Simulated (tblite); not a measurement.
Run report: C₄H₁₀F₂Si₂, geometry relaxation (part 2 of 4)

Continued. System: C₄H₁₀F₂Si₂. Method: GFN2-xTB geometry optimisation, gas phase (tblite 0.8.0). It belongs to a series of runs on one base structure; here: H on Si replaced by CH2SiH3.

Geometry of the input (Å):
```
F  4.4876  0.4701  0.4956
C  3.1976  0.7891  0.1980
C  2.4033  -0.1519  -0.3085
C  0.9899  0.2357  -0.6277
Si -0.1859  -0.8581  0.3811
F  -0.3652  -0.1924  1.9112
C  -1.8139  -0.7930  -0.4919
Si -2.8490  0.4949  0.3840
H  2.7859  1.7810  0.3807
H  2.7527  -1.1470  -0.4962
H  0.7247  0.0600  -1.6955
H  0.7450  1.2572  -0.3450
H  0.4152  -2.1653  0.4956
H  -1.6622  -0.4817  -1.5437
H  -2.3395  -1.7633  -0.5185
H  -2.3809  0.5897  1.7776
H  -2.6525  1.7653  -0.2859
H  -4.2614  0.1162  0.2773
```

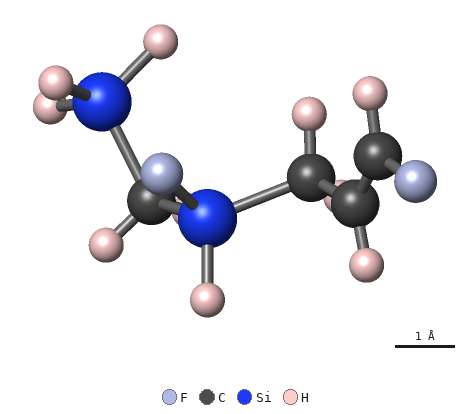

Fig. 1: The geometry at step 48 of the log (ball-and-stick view, seen at a tilt).

**Trajectory as extended XYZ, continued**
```
18
Properties=species:S:1:pos:R:3:forces:R:3 step=27 energy=-724.12026
F     4.5709    0.5265    0.5093   -0.0310   0.0180   0.0180
C     3.2831    0.8286    0.2385   -0.0130  -0.0040  -0.0320
C     2.4837   -0.0468   -0.3413   -0.0290  -0.0370   0.0420
C     1.0539    0.1956   -0.6676    0.0140  -0.0110   0.0010
Si   -0.1376   -0.9389    0.3034   -0.0220   0.0090  -0.0290
F    -0.1054   -0.4019    1.8278    0.0130  -0.0290   0.0480
C    -1.8992   -0.7882   -0.3780    0.0250  -0.0170  -0.0230
Si   -3.0166    0.5617    0.3806    0.0690  -0.0130  -0.0340
H     3.0361    1.8365    0.5409   -0.0230  -0.0540  -0.0090
H     2.8760   -1.0240   -0.5870    0.0100   0.0200  -0.0110
H     0.9053    0.0098   -1.7329    0.0200   0.0700   0.0040
H     0.8014    1.2380   -0.4655    0.0090  -0.0200  -0.0550
H     0.3240   -2.3211    0.4087    0.0200   0.0690   0.0020
H    -1.8540   -0.6141   -1.4530   -0.0090  -0.0650  -0.0140
H    -2.3978   -1.7491   -0.2525    0.0040   0.0210   0.0130
H    -2.7738    0.6829    1.8097   -0.0070   0.0130   0.1000
H    -2.7507    1.8321   -0.2970    0.0320   0.0390  -0.0030
H    -4.4080    0.1788    0.1445   -0.0810  -0.0090  -0.0200
18
Properties=species:S:1:pos:R:3:forces:R:3 step=30 energy=-724.12437
F     4.5722    0.5388    0.5105    0.0230  -0.0300   0.0130
C     3.2834    0.8252    0.2360    0.0090   0.0030   0.0480
C     2.4863   -0.0543   -0.3377   -0.0040   0.0100   0.0000
C     1.0607    0.2006   -0.6668   -0.0440  -0.0370  -0.0280
Si   -0.1356   -0.9305    0.2987   -0.0650   0.0030   0.0320
F    -0.1025   -0.4116    1.8319    0.0060  -0.0380  -0.0260
C    -1.9017   -0.7922   -0.3762   -0.0170   0.0250   0.0060
Si   -3.0171    0.5648    0.3772   -0.0070  -0.0070   0.0330
H     3.0247    1.8239    0.5503   -0.0450   0.0410  -0.0130
H     2.8810   -1.0276   -0.5909   -0.0050  -0.0090  -0.0140
H     0.9149    0.0103   -1.7298    0.0070   0.0360  -0.0710
H     0.8130    1.2466   -0.4819    0.0250  -0.0150   0.0080
H     0.3324   -2.3105    0.3885    0.0250   0.0400   0.0110
H    -1.8687   -0.6353   -1.4550    0.0030  -0.0670   0.0210
H    -2.4042   -1.7486   -0.2273    0.0460   0.0270  -0.0020
H    -2.7913    0.6848    1.8150   -0.0100  -0.0040  -0.0080
H    -2.7424    1.8418   -0.2893    0.0200  -0.0100   0.0060
H    -4.4140    0.1802    0.1352    0.0320   0.0320  -0.0140
18
Properties=species:S:1:pos:R:3:forces:R:3 step=33 energy=-724.12709
F     4.5774    0.5430    0.5130   -0.0470  -0.0060   0.0110
C     3.2856    0.8242    0.2416   -0.0470  -0.0160   0.0200
C     2.4899   -0.0562   -0.3351   -0.0010   0.0120  -0.0270
C     1.0632    0.1990   -0.6719    0.0270   0.0170  -0.0340
Si   -0.1405   -0.9254    0.2951    0.0520   0.0140  -0.0340
F    -0.0960   -0.4260    1.8324   -0.0080   0.0000   0.0070
C    -1.9071   -0.7912   -0.3704   -0.0230   0.0090   0.0180
Si   -3.0208    0.5679    0.3783   -0.0320   0.0380   0.0130
H     3.0151    1.8209    0.5577    0.0090  -0.0010  -0.0120
H     2.8876   -1.0269   -0.5970   -0.0160   0.0120   0.0070
H     0.9262    0.0142   -1.7383   -0.0020  -0.0010  -0.0180
H     0.8240    1.2483   -0.4938   -0.0020  -0.0170   0.0340
H     0.3392   -2.3003    0.3721    0.0190  -0.0110   0.0120
H    -1.8828   -0.6615   -1.4518    0.0070  -0.0050  -0.0070
H    -2.4042   -1.7453   -0.2026    0.0030  -0.0350   0.0280
H    -2.8119    0.6871    1.8197    0.0010  -0.0150  -0.0260
H    -2.7365    1.8471   -0.2831    0.0170  -0.0320   0.0170
H    -4.4172    0.1874    0.1224    0.0430   0.0360  -0.0100
18
Properties=species:S:1:pos:R:3:forces:R:3 step=36 energy=-724.12869
F     4.5734    0.5438    0.5168   -0.0330  -0.0080   0.0340
C     3.2810    0.8220    0.2474   -0.0130   0.0080  -0.0140
C     2.4905   -0.0566   -0.3379   -0.0090  -0.0010  -0.0230
C     1.0664    0.2001   -0.6791   -0.0100   0.0110  -0.0070
Si   -0.1385   -0.9207    0.2902    0.0070  -0.0190  -0.0120
F    -0.0943   -0.4338    1.8326   -0.0020   0.0130  -0.0270
C    -1.9116   -0.7904   -0.3659    0.0370  -0.0380   0.0070
Si   -3.0239    0.5725    0.3801    0.0520  -0.0310  -0.0270
H     3.0090    1.8193    0.5593    0.0070   0.0030   0.0050
H     2.8885   -1.0263   -0.5992    0.0000  -0.0090  -0.0020
H     0.9313    0.0175   -1.7462   -0.0100   0.0030  -0.0050
H     0.8294    1.2479   -0.4953   -0.0140   0.0170   0.0120
H     0.3466   -2.2945    0.3660    0.0100  -0.0080   0.0030
H    -1.8890   -0.6765   -1.4502   -0.0140   0.0200   0.0280
H    -2.4028   -1.7468   -0.1868    0.0030   0.0000   0.0320
H    -2.8212    0.6860    1.8198    0.0100  -0.0090   0.0300
H    -2.7294    1.8467   -0.2778    0.0290   0.0320  -0.0110
H    -4.4141    0.1963    0.1144   -0.0480   0.0160  -0.0220
18
Properties=species:S:1:pos:R:3:forces:R:3 step=39 energy=-724.13112
F     4.5572    0.5431    0.5314    0.0410  -0.0320   0.0580
C     3.2679    0.8188    0.2527    0.0530   0.0260  -0.0350
C     2.4880   -0.0579   -0.3476   -0.0090   0.0040   0.0220
C     1.0680    0.2049   -0.6919   -0.0620  -0.0150   0.0240
Si   -0.1321   -0.9170    0.2804   -0.0210  -0.0480   0.0430
F    -0.0952   -0.4404    1.8274    0.0180   0.0280  -0.0500
C    -1.9110   -0.7970   -0.3583    0.0190  -0.0190   0.0030
Si   -3.0185    0.5745    0.3787   -0.0010  -0.0200   0.0140
H     2.9983    1.8171    0.5606   -0.0350   0.0200   0.0110
H     2.8866   -1.0289   -0.6019    0.0050  -0.0060  -0.0200
H     0.9342    0.0248   -1.7592   -0.0330   0.0360  -0.0010
H     0.8347    1.2508   -0.4931   -0.0210   0.0210  -0.0460
H     0.3629   -2.2865    0.3592    0.0110  -0.0260  -0.0100
H    -1.8987   -0.6945   -1.4436   -0.0250  -0.0040   0.0180
H    -2.3988   -1.7513   -0.1582    0.0070   0.0120   0.0070
H    -2.8286    0.6804    1.8235    0.0030  -0.0110  -0.0220
H    -2.7094    1.8509   -0.2710    0.0300   0.0090  -0.0040
H    -4.4144    0.2145    0.0991    0.0210   0.0250  -0.0120
18
Properties=species:S:1:pos:R:3:forces:R:3 step=42 energy=-724.13443
F     4.5435    0.5371    0.5606   -0.0150   0.0040   0.0170
C     3.2603    0.8193    0.2549    0.0070  -0.0100  -0.0010
C     2.4859   -0.0568   -0.3564    0.0010   0.0200   0.0290
C     1.0646    0.2095   -0.7061    0.0500   0.0100   0.0150
Si   -0.1255   -0.9208    0.2698    0.0180  -0.0050  -0.0310
F    -0.0899   -0.4451    1.8136    0.0390   0.0510   0.0410
C    -1.9096   -0.8082   -0.3439   -0.0650   0.0350   0.0090
Si   -3.0126    0.5761    0.3773   -0.0190   0.0600   0.0030
H     2.9817    1.8164    0.5666    0.0090  -0.0480  -0.0160
H     2.8878   -1.0290   -0.6101   -0.0300   0.0630  -0.0050
H     0.9347    0.0388   -1.7765   -0.0420   0.0250   0.0470
H     0.8374    1.2566   -0.5002   -0.0400  -0.0280  -0.0520
H     0.3849   -2.2836    0.3433    0.0100  -0.0540  -0.0120
H    -1.9205   -0.7218   -1.4295   -0.0080  -0.0420  -0.0180
H    -2.3943   -1.7557   -0.1119   -0.0150  -0.0220  -0.0220
H    -2.8443    0.6720    1.8261    0.0010  -0.0110  -0.0320
H    -2.6796    1.8570   -0.2619    0.0210  -0.0670   0.0280
H    -4.4134    0.2446    0.0725    0.0780   0.0170  -0.0020
18
Properties=species:S:1:pos:R:3:forces:R:3 step=45 energy=-724.13797
F     4.5269    0.5302    0.5962   -0.0110   0.0150  -0.0260
C     3.2536    0.8187    0.2581   -0.0320  -0.0200   0.0600
C     2.4830   -0.0524   -0.3637    0.0040   0.0160  -0.0110
C     1.0641    0.2153   -0.7191    0.0070   0.0160  -0.0010
Si   -0.1175   -0.9263    0.2571   -0.0080   0.0240  -0.0020
F    -0.0773   -0.4440    1.8007    0.0490   0.0210   0.0060
C    -1.9146   -0.8177   -0.3279    0.0010  -0.0180  -0.0130
Si   -3.0067    0.5831    0.3766    0.0430  -0.0070  -0.0060
H     2.9643    1.8109    0.5711    0.0300   0.0100   0.0050
H     2.8854   -1.0218   -0.6201   -0.0150   0.0040  -0.0120
H     0.9295    0.0579   -1.7900   -0.0120  -0.0410   0.0120
H     0.8336    1.2608   -0.5147   -0.0420   0.0060   0.0150
H     0.4098   -2.2869    0.3254   -0.0310   0.0140  -0.0140
H    -1.9457   -0.7578   -1.4153    0.0010  -0.0450  -0.0050
H    -2.3912   -1.7621   -0.0648   -0.0320   0.0040  -0.0270
H    -2.8612    0.6614    1.8253    0.0060   0.0030   0.0390
H    -2.6422    1.8565   -0.2491    0.0450   0.0080  -0.0060
H    -4.4027    0.2807    0.0428   -0.0020  -0.0090  -0.0150
18
Properties=species:S:1:pos:R:3:forces:R:3 step=48 energy=-724.14116
F     4.5081    0.5271    0.6224    0.0510  -0.0280  -0.0090
C     3.2393    0.8135    0.2731    0.0120   0.0310  -0.0090
C     2.4782   -0.0464   -0.3732   -0.0310  -0.0010   0.0120
C     1.0624    0.2239   -0.7300   -0.1150  -0.0210   0.0060
Si   -0.1121   -0.9257    0.2470   -0.0200  -0.0060   0.0630
F    -0.0573   -0.4364    1.7908    0.0340  -0.0110  -0.0570
C    -1.9183   -0.8297   -0.3185    0.0520  -0.0490  -0.0200
Si   -2.9924    0.5883    0.3761   -0.0060  -0.0410   0.0290
H     2.9537    1.8078    0.5743   -0.0200   0.0730   0.0610
H     2.8764   -1.0157   -0.6303    0.0150  -0.0360  -0.0240
H     0.9197    0.0670   -1.7984    0.0170  -0.0430  -0.0380
H     0.8209    1.2657   -0.5226   -0.0020   0.0290   0.0240
H     0.4262   -2.2851    0.3104   -0.0550   0.0590  -0.0120
H    -1.9636   -0.7977   -1.4065    0.0130  -0.0010  -0.0120
H    -2.3945   -1.7681   -0.0345   -0.0200   0.0030   0.0130
H    -2.8697    0.6514    1.8301    0.0050   0.0070  -0.0130
H    -2.5970    1.8560   -0.2384    0.0530   0.0350  -0.0110
H    -4.3887    0.3102    0.0167    0.0180   0.0000  -0.0040
18
Properties=species:S:1:pos:R:3:forces:R:3 step=51 energy=-724.14455
F     4.4974    0.5209    0.6404   -0.0410  -0.0120  -0.0390
C     3.2291    0.8134    0.2854   -0.0030   0.0410  -0.0600
C     2.4704   -0.0389   -0.3770   -0.0410   0.0000   0.0260
C     1.0508    0.2295   -0.7363    0.0100  -0.0060  -0.0100
Si   -0.1112   -0.9265    0.2441   -0.0170   0.0060  -0.0200
F    -0.0323   -0.4244    1.7792    0.0070  -0.0100   0.0270
C    -1.9182   -0.8446   -0.3133   -0.0350   0.0020   0.0060
Si   -2.9775    0.5892    0.3765    0.0110   0.0090  -0.0290
H     2.9473    1.8123    0.5849   -0.0050  -0.0260   0.0570
H     2.8689   -1.0093   -0.6418   -0.0150   0.0540   0.0130
H     0.9097    0.0664   -1.8049    0.0260  -0.0080  -0.0030
H     0.8036    1.2712   -0.5274    0.0210  -0.0220  -0.0030
H     0.4287   -2.2815    0.2953   -0.0220  -0.0110   0.0100
H    -1.9757   -0.8304   -1.4010    0.0350   0.0240  -0.0080
H    -2.4022   -1.7734   -0.0127    0.0090  -0.0200   0.0350
H    -2.8731    0.6439    1.8337    0.0070   0.0050  -0.0390
H    -2.5519    1.8556   -0.2311    0.0260  -0.0340   0.0290
H    -4.3726    0.3330   -0.0056    0.0270   0.0070   0.0080
18
Properties=species:S:1:pos:R:3:forces:R:3 step=54 energy=-724.14762
F     4.4805    0.5124    0.6516   -0.0400   0.0120  -0.0670
C     3.2179    0.8201    0.2861   -0.0390  -0.0120   0.0240
C     2.4571   -0.0302   -0.3773    0.0240   0.0250  -0.0070
C     1.0398    0.2329   -0.7461    0.0570   0.0130  -0.0030
Si   -0.1129   -0.9263    0.2383   -0.0030   0.0000  -0.0180
F    -0.0071   -0.4203    1.7702   -0.0200  -0.0130   0.0350
C    -1.9233   -0.8595   -0.3057   -0.0210   0.0050   0.0060
Si   -2.9636    0.5910    0.3726    0.0180   0.0120  -0.0330
H     2.9383    1.8132    0.6076   -0.0070  -0.0350   0.0160
H     2.8618   -0.9948   -0.6512   -0.0050   0.0240   0.0200
H     0.9088    0.0658   -1.8156    0.0010   0.0190   0.0180
H     0.7938    1.2735   -0.5334   -0.0160  -0.0080  -0.0370
H     0.4284   -2.2787    0.2815    0.0000  -0.0520   0.0170
H    -1.9837   -0.8600   -1.3947    0.0050  -0.0060   0.0510
H    -2.4066   -1.7815    0.0212    0.0330   0.0190  -0.0230
H    -2.8800    0.6381    1.8296    0.0130   0.0040  -0.0010
H    -2.5032    1.8515   -0.2182    0.0240  -0.0140   0.0120
H    -4.3546    0.3592   -0.0281   -0.0230   0.0080  -0.0080
18
Properties=species:S:1:pos:R:3:forces:R:3 step=57 energy=-724.14914
F     4.4648    0.5085    0.6581    0.0480   0.0040  -0.0290
C     3.2056    0.8212    0.2927   -0.0040  -0.0040   0.0270
C     2.4515   -0.0232   -0.3828   -0.0020  -0.0060  -0.0050
C     1.0379    0.2376   -0.7553   -0.0500  -0.0080   0.0080
Si   -0.1113   -0.9261    0.2313    0.0310  -0.0300   0.0320
F     0.0060   -0.4223    1.7652   -0.0290  -0.0260  -0.0180
C    -1.9273   -0.8684   -0.2970    0.0480  -0.0040   0.0080
Si   -2.9541    0.5942    0.3681   -0.0340  -0.0010   0.0210
H     2.9271    1.8097    0.6219   -0.0340   0.0300   0.0280
H     2.8573   -0.9854   -0.6561    0.0270  -0.0260  -0.0100
H     0.9090    0.0711   -1.8241   -0.0080   0.0080  -0.0110
H     0.7875    1.2762   -0.5424   -0.0200   0.0210  -0.0290
H     0.4344   -2.2799    0.2725   -0.0180  -0.0030   0.0090
H    -1.9933   -0.8859   -1.3845   -0.0080  -0.0040   0.0180
H    -2.4054   -1.7856    0.0479    0.0180   0.0100  -0.0180
H    -2.8872    0.6334    1.8270    0.0110   0.0060  -0.0100
H    -2.4661    1.8489   -0.2070    0.0290   0.0170  -0.0120
H    -4.3450    0.3823   -0.0473   -0.0040   0.0150  -0.0090
18
Properties=species:S:1:pos:R:3:forces:R:3 step=60 energy=-724.15108
F     4.4594    0.5072    0.6502    0.0180   0.0450   0.0120
C     3.1950    0.8242    0.3030    0.0140  -0.0020  -0.0040
C     2.4467   -0.0152   -0.3855   -0.0200  -0.0120   0.0070
C     1.0321    0.2401   -0.7616   -0.0130  -0.0010  -0.0080
Si   -0.1075   -0.9301    0.2286    0.0060  -0.0050  -0.0070
F     0.0152   -0.4289    1.7617   -0.0180  -0.0210   0.0110
C    -1.9265   -0.8754   -0.2851    0.0030   0.0160   0.0040
Si   -2.9494    0.5980    0.3639    0.0180   0.0080   0.0040
H     2.9131    1.8083    0.6475    0.0030  -0.0270   0.0060
H     2.8607   -0.9745   -0.6623    0.0020   0.0220  -0.0230
H     0.9105    0.0728   -1.8313   -0.0220  -0.0260  -0.0070
H     0.7766    1.2802   -0.5598   -0.0130  -0.0080   0.0140
H     0.4310   -2.2862    0.2604    0.0060  -0.0070   0.0120
H    -2.0042   -0.9112   -1.3701    0.0100   0.0130  -0.0330
H    -2.4022   -1.7875    0.0732   -0.0010  -0.0150   0.0180
H    -2.8944    0.6322    1.8227   -0.0020   0.0080   0.0100
H    -2.4266    1.8471   -0.1975   -0.0040  -0.0080  -0.0090
H    -4.3381    0.4054   -0.0696    0.0140   0.0200  -0.0070
18
Properties=species:S:1:pos:R:3:forces:R:3 step=63 energy=-724.15219
F     4.4582    0.5137    0.6447   -0.0210   0.0220  -0.0020
C     3.1897    0.8256    0.3047   -0.0140  -0.0090  -0.0010
C     2.4384   -0.0124   -0.3834    0.0500   0.0340  -0.0230
C     1.0236    0.2404   -0.7639    0.0400  -0.0100   0.0130
Si   -0.1057   -0.9341    0.2300   -0.0350  -0.0020   0.0020
F     0.0152   -0.4330    1.7630   -0.0090  -0.0180   0.0160
C    -1.9236   -0.8782   -0.2839   -0.0330  -0.0280  -0.0320
Si   -2.9414    0.5997    0.3628    0.0250  -0.0020  -0.0050
H     2.9064    1.8045    0.6612   -0.0100  -0.0060  -0.0010
H     2.8591   -0.9662   -0.6690   -0.0110   0.0040  -0.0270
H     0.9030    0.0689   -1.8337   -0.0090  -0.0160   0.0230
H     0.7646    1.2803   -0.5636   -0.0090  -0.0240   0.0110
H     0.4273   -2.2915    0.2645    0.0250  -0.0120   0.0070
H    -2.0003   -0.9152   -1.3707    0.0050   0.0080   0.0270
H    -2.3998   -1.7908    0.0772    0.0080   0.0300  -0.0080
H    -2.8893    0.6331    1.8214   -0.0060   0.0080   0.0170
H    -2.4048    1.8436   -0.1964   -0.0070   0.0030  -0.0120
H    -4.3295    0.4180   -0.0766    0.0130   0.0190  -0.0060
18
Properties=species:S:1:pos:R:3:forces:R:3 step=66 energy=-724.15384
F     4.4557    0.5298    0.6404   -0.0150  -0.0320   0.0020
C     3.1814    0.8253    0.3110   -0.0050   0.0480  -0.0220
C     2.4352   -0.0057   -0.3897    0.0170  -0.0040  -0.0290
C     1.0178    0.2394   -0.7655   -0.0080  -0.0360   0.0340
Si   -0.1052   -0.9412    0.2312    0.0130  -0.0230   0.0240
F     0.0096   -0.4459    1.7673   -0.0010  -0.0130  -0.0010
C    -1.9221   -0.8830   -0.2837    0.0170  -0.0050   0.0080
Si   -2.9270    0.6029    0.3619   -0.0200   0.0080   0.0090
H     2.8909    1.7965    0.6778   -0.0390   0.0510   0.0170
H     2.8566   -0.9551   -0.6847    0.0200  -0.0180  -0.0470
H     0.8903    0.0615   -1.8340    0.0180   0.0000   0.0370
H     0.7472    1.2770   -0.5671    0.0180  -0.0290   0.0120
H     0.4313   -2.2994    0.2712    0.0100   0.0280  -0.0060
H    -1.9977   -0.9220   -1.3694   -0.0150  -0.0070   0.0020
H    -2.3959   -1.7920    0.0853   -0.0340   0.0000  -0.0200
H    -2.8861    0.6355    1.8223   -0.0020   0.0050  -0.0160
H    -2.3762    1.8400   -0.1967    0.0050   0.0180  -0.0080
H    -4.3148    0.4427   -0.0893    0.0220   0.0090   0.0040
```
